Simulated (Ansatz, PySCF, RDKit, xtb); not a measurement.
# GeH2Cl+: a search for the lowest isomer, part 2 of 2

Task: start from the formula GeH2Cl+ (charge +1), draw up candidate structures, narrow them down in stages, and characterise the one that lies lowest at 298.15 K.

xtb, Ansatz and PySCF; isolated molecules. The steps go on from the part before.

## Step 13: Frequencies after a tight-binding relaxation (GFN2-xTB)

start.xyz

```xyz
4
c648a
Cl    -0.053045     1.588538    -0.214251
Ge     0.779696     2.744651    -1.719302
H      0.257486     4.183664    -1.837169
H      1.847188     2.062681    -2.586895
```

The run is started by

```
$ xtb start.xyz --gfn 2 --ohess tight --chrg 1
```

The log of the run (excerpt; [...] marks lines left out):

```text
* xtb version 6.7.1
[...]
          :  # basis functions                  22          :
[...]
          :  # electrons                        12          :
[...]
          :  Hamiltonian                  GFN2-xTB          :
[...]
          :  net charge                          1          :
          :  unpaired electrons                  0          :
[...]
   *** convergence criteria satisfied after 16 iterations ***
[...]
   *** GEOMETRY OPTIMIZATION CONVERGED AFTER 7 ITERATIONS ***
[...]
   *** convergence criteria satisfied after 3 iterations ***
[...]
         ::                     SUMMARY                     ::
         :::::::::::::::::::::::::::::::::::::::::::::::::::::
         :: total energy              -7.053306163734 Eh    ::
         :: gradient norm              0.000082001534 Eh/a0 ::
         :: HOMO-LUMO gap              4.077371212656 eV    ::
         ::.................................................::
         :: SCC energy                -7.068719981930 Eh    ::
         :: -> isotropic ES            0.102710339458 Eh    ::
         :: -> anisotropic ES         -0.011114312219 Eh    ::
         :: -> anisotropic XC         -0.004366115535 Eh    ::
         :: -> dispersion             -0.001213854015 Eh    ::
         :: repulsion energy           0.015413818195 Eh    ::
         :: add. restraining           0.000000000000 Eh    ::
         :: total charge               1.000000000000 e     ::
         :::::::::::::::::::::::::::::::::::::::::::::::::::::
[...]
         6        2.0000           -0.6745544             -18.3556 (HOMO)
         7                         -0.5247141             -14.2782 (LUMO)
[...]
     #   Z          covCN         q      C6AA      α(0)
     1  17          0.820     0.270    91.388    14.624
     2  32          2.675     0.315   213.731    28.522
     3   1          0.927     0.207     1.062     1.611
     4   1          0.927     0.207     1.062     1.611
[...]
molecular dipole:
                 x           y           z       tot (Debye)
 q only:        1.256       4.885      -2.856
   full:        1.144       4.729      -2.653      14.086
molecular quadrupole (traceless):
[...]
          | TOTAL ENERGY               -7.053306163735 Eh   |
          | TOTAL ENTHALPY             -7.035773004302 Eh   |
          | TOTAL FREE ENERGY          -7.065768026785 Eh   |
          | GRADIENT NORM               0.000081562382 Eh/α |
[...]
```

Wall time 0.054 s (1 thread of Arm Neoverse V2, shared host).

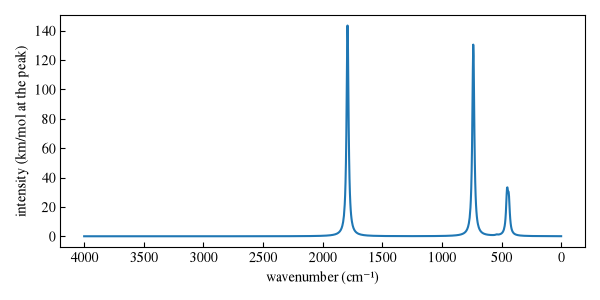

Harmonic infrared spectrum, unscaled, lines broadened by 10 cm⁻¹.

## Step 14: Electronic excitations (TD-B3LYP/def2-SVPD)

An in-house driver calls PySCF's response routines at TD-B3LYP/def2-SVPD; it has no typed input.

The log of the run:

```text
coarse grid: 18680 points
cycle   1  E = -2537.6878726303  dE = -1.891e-01  |g| = 5.829e-01  |ddm| = 2.030e+00
cycle   2  E = -2537.5395734641  dE =  1.483e-01  |g| = 9.810e-01  |ddm| = 1.662e+00
cycle   3  E = -2537.7561374256  dE = -2.166e-01  |g| = 1.439e-01  |ddm| = 1.122e+00
cycle   4  E = -2537.7618315013  dE = -5.694e-03  |g| = 2.421e-02  |ddm| = 2.108e-01
cycle   5  E = -2537.7620083354  dE = -1.768e-04  |g| = 4.055e-03  |ddm| = 3.502e-02
cycle   6  E = -2537.7620137774  dE = -5.442e-06  |g| = 8.316e-04  |ddm| = 6.753e-03
final grid: 35528 points
cycle   7  E = -2537.7619827293  dE = -3.750e-08  |g| = 7.695e-04  |ddm| = 1.728e-03
cycle   8  E = -2537.7619826326  dE =  9.663e-08  |g| = 9.022e-04  |ddm| = 1.787e-03
cycle   9  E = -2537.7619828939  dE = -2.613e-07  |g| = 2.266e-04  |ddm| = 1.216e-03
cycle  10  E = -2537.7619829059  dE = -1.197e-08  |g| = 9.273e-06  |ddm| = 2.388e-04
cycle  11  E = -2537.7619829059  dE = -3.865e-11  |g| = 2.197e-06  |ddm| = 1.187e-05
converged SCF energy = -2537.7619829059

Static polarisability (au): isotropic 36.453, principal 26.363 34.888 48.108

Singlet excitations
state   eV       nm        f      main configurations
  1   4.0739    304.3   0.00000   H->L 1.00
  2   5.5097    225.0   0.05901   H-1->L 0.95
  3   6.3137    196.4   0.00224   H-2->L 1.00
  4   6.3880    194.1   0.00000   H-3->L 1.00
  5   6.4959    190.9   0.02556   H->L+1 0.96
  6   7.0350    176.2   0.01148   H-1->L+1 0.99
  7   8.2612    150.1   0.00015   H->L+2 0.96
  8   8.9586    138.4   0.00494   H-1->L+2 0.99

Triplet excitations (Tamm-Dancoff, eV): 3.8472 4.2733 5.7206
```

Wall time 3 s (1 thread of Arm Neoverse V2, shared host).

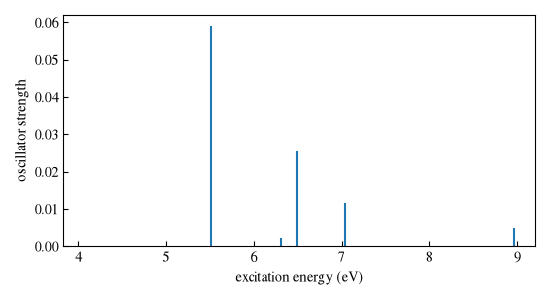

Vertical excitations as sticks.

The roots found:

| excited state | energy (eV) | strength |
| --- | --- | --- |
| 1 | 4.074 | 0.0000 |
| 2 | 5.510 | 0.0590 |
| 3 | 6.314 | 0.0022 |
| 4 | 6.388 | 0.0000 |
| 5 | 6.496 | 0.0256 |
| 6 | 7.035 | 0.0115 |
| 7 | 8.261 | 0.0001 |
| 8 | 8.959 | 0.0049 |

## Step 15: NMR shieldings (GIAO PBE0/pcSseg-1)

An in-house driver calls PySCF's response routines at GIAO PBE0/pcSseg-1; it has no typed input.

The log of the run:

```text
coarse grid: 18680 points
cycle   1  E = -2537.3407515867  dE = -2.510e-01  |g| = 9.744e-01  |ddm| = 1.962e+00
cycle   2  E = -2537.1960295209  dE =  1.447e-01  |g| = 1.257e+00  |ddm| = 1.590e+00
cycle   3  E = -2537.4324062102  dE = -2.364e-01  |g| = 2.014e-01  |ddm| = 1.096e+00
cycle   4  E = -2537.4434385428  dE = -1.103e-02  |g| = 4.962e-02  |ddm| = 2.545e-01
cycle   5  E = -2537.4439308647  dE = -4.923e-04  |g| = 3.431e-03  |ddm| = 4.471e-02
cycle   6  E = -2537.4439335809  dE = -2.716e-06  |g| = 1.653e-03  |ddm| = 5.887e-03
final grid: 35528 points
cycle   7  E = -2537.4439497553  dE =  2.754e-08  |g| = 1.883e-03  |ddm| = 3.691e-03
cycle   8  E = -2537.4439491395  dE =  6.158e-07  |g| = 2.632e-03  |ddm| = 4.200e-03
cycle   9  E = -2537.4439506313  dE = -1.492e-06  |g| = 2.657e-04  |ddm| = 2.396e-03
cycle  10  E = -2537.4439506464  dE = -1.509e-08  |g| = 1.892e-05  |ddm| = 2.463e-04
cycle  11  E = -2537.4439506465  dE = -1.055e-10  |g| = 4.656e-06  |ddm| = 2.226e-05
converged SCF energy = -2537.4439506465

GIAO shielding tensors (ppm)
atom      isotropic    diamagn.    paramagn.     s11        s22        s33       span
  0 Cl     440.069    1148.111    -708.043    -79.115    458.503    940.819   1019.934
  1 Ge     735.407    2755.500   -2020.093    508.069    517.353   1180.800    672.731
  2 H       22.021      22.829      -0.808     16.876     17.066     32.123     15.248
  3 H       22.021      23.972      -1.951     16.876     17.066     32.123     15.248
```

Run time: 2.6 s. Hardware: 1 thread of Arm Neoverse V2, shared host.

Isotropic shieldings, averaged over atoms that the bond graph makes equivalent (absolute, not shifts):

| atoms | shielding (ppm) |
| --- | --- |
| Cl1 | 440.1 |
| Ge2 | 735.4 |
| H3, H4 | 22.02 |

## Step 16: One electron fewer at the same geometry (PBE0/def2-TZVPD)

input.yaml

```yaml
basis:
  gaussian: {orbitals: def2-TZVPD}
crystal:
  periodic: [false, false, false]
  atoms:
    - {symbol: Cl, position_ang: [-0.053045, 1.588538, -0.214251]}
    - {symbol: Ge, position_ang: [0.779696, 2.744651, -1.719302]}
    - {symbol: H, position_ang: [0.257486, 4.183664, -1.837169]}
    - {symbol: H, position_ang: [1.847188, 2.062681, -2.586895]}
hamiltonian: {xc: pbe0}
total_charge: 2
magnetization: {spin_polarized: true, initial_magnetization: 1}
```

The run is started by

```
$ ansatz run input.yaml --threads 1 --pin off --max-ram 2610MiB --events-out events.jsonl --progress --plain --runs-dir runs
```

The log of the run:

```text
Warning: RAYON_NUM_THREADS=1 ignored (pool sized by the plan → 1); use --threads N
[... 2 set-up lines as earlier in the session ...]
  parameter a = 0.25
  parameter kappa = 0.804
  parameter beta = 0.06672455060314922
  exchange = (1 - a)*pbe_x(kappa = kappa, mu = beta*pi^2/3) + a*exact_x
  correlation = pbe_c(beta = beta)
836 factors; their error is unknown
mean field evaluation 1: about -69025.4874 eV, gradient 4.1e1 eV
mean field evaluation 2: about -68927.0903 eV, gradient 1.0e2 eV
mean field evaluation 4: about -69035.5237 eV, gradient 1.1e1 eV
mean field evaluation 8: about -69036.2126 eV, gradient 2.4e-1 eV
mean field evaluation 16: about -69036.4714 eV, gradient 4.2e-5 eV
mean field -69036.47144739 eV, -2537.0435310906 hartree, gradient 3.7e-5 eV, S^2 0.756767; 2 other end points of the search recorded, 0 dependent functions left out
reference -69036.47147008 eV, -2537.0435319243 hartree; 25, 24 occupied and 93, 94 virtual orbitals, 836 factors
Total energy: -69036.47147008 eV, -2537.0435319243 hartree
```

Run time: 6.3 s. Hardware: 1 thread of Arm Neoverse V2, shared host.

Difference from the parent: 17.98 eV.

## Step 17: One electron more at the same geometry (PBE0/def2-TZVPD)

input.yaml

```yaml
basis:
  gaussian:
    orbitals: def2-TZVPD
crystal:
  periodic: [false, false, false]
  atoms:
    - {symbol: Cl, position_ang: [-0.053045, 1.588538, -0.214251]}
    - {symbol: Ge, position_ang: [0.779696, 2.744651, -1.719302]}
    - {symbol: H, position_ang: [0.257486, 4.183664, -1.837169]}
    - {symbol: H, position_ang: [1.847188, 2.062681, -2.586895]}
magnetization:
  spin_polarized: true
  initial_magnetization: 1
hamiltonian:
  xc: pbe0
scf:
  lower_state_search: off
```

The run is started by

```
$ ansatz run input.yaml --threads 1 --pin off --max-ram 2610MiB --events-out events.jsonl --progress --plain --runs-dir runs
```

The log of the run (excerpt; [...] marks lines left out):

```text
Warning: RAYON_NUM_THREADS=1 ignored (pool sized by the plan → 1); use --threads N
[... 2 set-up lines as earlier in the session ...]
[...]
836 factors; their error is unknown
[...]
mean field -69061.91378711 eV, -2537.9785198300 hartree, gradient 2.1e-6 eV, S^2 0.755704; 0 other end points of the search recorded, 0 dependent functions left out
reference -69061.91382315 eV, -2537.9785211541 hartree; 26, 25 occupied and 92, 93 virtual orbitals, 836 factors
Total energy: -69061.91382315 eV, -2537.9785211541 hartree
Checks for a lower state left out: stability, starts, cluster_reference, orbital_swaps, neighbouring_geometries, increment
```

It took 2.7 s on 1 thread of Arm Neoverse V2, shared host.

Parent less the species with the added electron: 7.46 eV.

## Step 18: The triplet at the same geometry (PBE0/def2-TZVPD)

input.yaml

```yaml
crystal:
  periodic: [false, false, false]
  atoms:
    - symbol: Cl
      position_ang: [-0.053045, 1.588538, -0.214251]
    - symbol: Ge
      position_ang: [0.779696, 2.744651, -1.719302]
    - symbol: H
      position_ang: [0.257486, 4.183664, -1.837169]
    - symbol: H
      position_ang: [1.847188, 2.062681, -2.586895]
basis:
  gaussian:
    orbitals: def2-TZVPD
total_charge: 1
magnetization:
  spin_polarized: true
  initial_magnetization: 2
hamiltonian:
  xc: {name: PBE0}
```

The run is started by

```
$ ansatz run input.yaml --threads 1 --pin off --max-ram 2610MiB --events-out events.jsonl --progress --plain --runs-dir runs
```

The log of the run (excerpt; [...] marks lines left out):

```text
Warning: RAYON_NUM_THREADS=1 ignored (pool sized by the plan → 1); use --threads N
[... 7 set-up lines as earlier in the session ...]
836 factors; their error is unknown
mean field evaluation 1: about -69046.8294 eV, gradient 2.4e1 eV
mean field evaluation 2: about -69039.5885 eV, gradient 4.2e1 eV
mean field evaluation 4: about -69049.9469 eV, gradient 3.6e0 eV
mean field evaluation 8: about -69050.0201 eV, gradient 1.6e-1 eV
mean field evaluation 16: about -69050.2796 eV, gradient 1.5e-4 eV
mean field -69050.27957858 eV, -2537.5509705522 hartree, gradient 2.5e-5 eV, S^2 2.006229; 2 other end points of the search recorded, 0 dependent functions left out
reference -69050.27961275 eV, -2537.5509718079 hartree; 26, 24 occupied and 92, 94 virtual orbitals, 836 factors
Total energy: -69050.27961275 eV, -2537.5509718079 hartree
```

It took 7.5 s on 1 thread of Arm Neoverse V2, shared host.

It lies 4.18 eV above the singlet.

## Step 19: Stability of the closed-shell solution (PBE0/def2-SVP)

calc.py

```python
from pyscf import gto, dft

molecule = gto.Mole()
molecule.atom = '''
Cl      -0.053045       1.588538      -0.214251
Ge       0.779696       2.744651      -1.719302
H        0.257486       4.183664      -1.837169
H        1.847188       2.062681      -2.586895
'''
molecule.charge = 1
molecule.verbose = 3
molecule.basis = 'def2-svp'
molecule.max_memory = 1860
molecule.spin = 0
molecule.build()

ks = dft.RKS(molecule, xc='pbe0')
ks = ks.density_fit(auxbasis='def2-universal-jkfit')
ks.max_cycle = 100
ks.grids.level = 3
ks.kernel()
if not ks.converged:
    ks = ks.newton().run(ks.mo_coeff, ks.mo_occ)

etot = ks.e_tot
print('Final energy', etot)
mo_i, mo_e, stable_i, stable_e = ks.stability(internal=True, external=True, return_status=True)
print('stable: internal', stable_i, 'external', stable_e)
```

The run is started by

```
$ OMP_NUM_THREADS=1 python calc.py
```

The log of the run:

```text
converged SCF energy = -2537.28020254586
Final energy -2537.280202545856
<class 'pyscf.df.df_jk.DFRKS'> wavefunction is stable in the internal stability analysis
<class 'pyscf.df.df_jk.DFRKS'> wavefunction is stable in the real -> complex stability analysis
<class 'pyscf.df.df_jk.DFRKS'> wavefunction is stable in the RHF/RKS -> UHF/UKS stability analysis
stable: internal True external True
```

Run time: 23 s. Hardware: 1 thread of Arm Neoverse V2, shared host.

## Step 20: Results

This closing draws on all 2 parts.

| quantity | value |
| --- | --- |
| lowest structure found | [Cl][GeH2+], singlet, C2v |
| next finalist | [ClH][GeH] ‡, singlet, 12.1 kcal/mol higher in G |
| share at equilibrium, among the finalists | 100.0 % |
| funnel | 7 starts, 3 minima at GFN2-xTB, 5 screening runs, 3 relaxed, 3 ranked |
| CPU time of all runs | 3.8 min |
| harmonic wavenumbers, lowest and highest (B3LYP/6-31G*) | 499 and 2218 cm⁻¹ |
| rotational constants, same geometry | 4.408, 0.1591, 0.1535 cm⁻¹ |
| HOMO energy (PBE0/def2-TZVPD) | -15.45 eV |
| LUMO energy (PBE0/def2-TZVPD) | -9.56 eV |
| HOMO–LUMO gap (PBE0/def2-TZVPD) | 5.89 eV |
| lowest excitation (TD-B3LYP/def2-SVPD) | 4.07 eV (f = 0.000) |
| strongest of the states computed, same level | 5.51 eV (f = 0.059) |
| lowest triplet excitation, same level, Tamm-Dancoff | 3.85 eV |
| vertical ionisation energy | 17.98 eV |
| vertical recombination energy (electron added) | 7.46 eV |
| vertical triplet less singlet | +4.18 eV |

What this shows: The lowest structure found is `[Cl][GeH2+]`. The margin of 12.1 kcal/mol over the next finalist is beyond the usual error of the last level; it says nothing of structures that weren't ranked. HF/STO-3G, r2SCAN-D4/def2-SVP, B3LYP/6-31G*, HF/def2-TZVPP and MP2/def2-TZVPP already put its bonding pattern lowest among the structures in one piece; GFN2-xTB favours the singlet [ClH][GeH] ‡. The largest share of the time went into the vibrations (32 %). Lowest found is not proven lowest: the search is finite, and each finalist counts with one conformer.

‡ marks the bonded skeleton alone, with all bonds drawn single: no Lewis structure was assigned that passes a check against the bond lengths.
